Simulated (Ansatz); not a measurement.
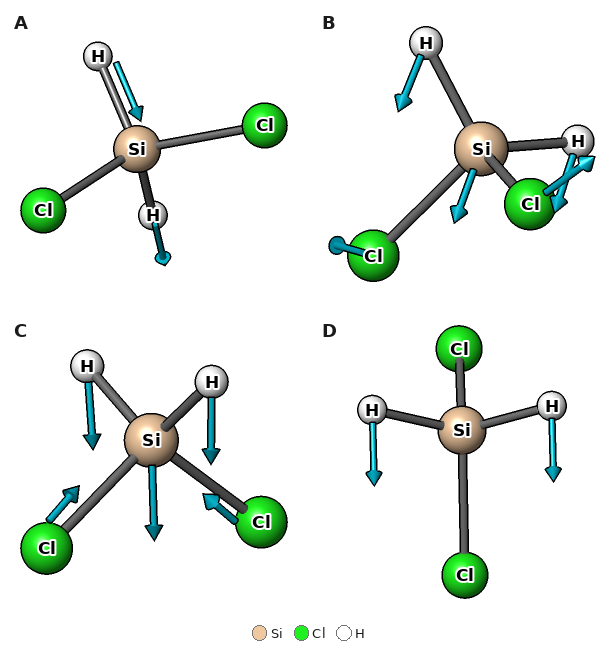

4 normal modes of one molecule or complex, as arrows. Harmonic vibrations computed with RKS PBE0-D4/def2-TZVP (Ansatz 0.2.0) at a stationary point of the same level.

Question: Match the panels to the wavenumbers 186 cm⁻¹, 529 cm⁻¹, 870 cm⁻¹, 2286 cm⁻¹.

Answer: A: 2286 cm⁻¹, out-of-phase stretching of 2 Si–H bonds
B: 186 cm⁻¹, Cl–Si–Cl bending
C: 529 cm⁻¹, in-phase stretching of 2 Cl–Si bonds
D: 870 cm⁻¹, Cl–Si–H bending
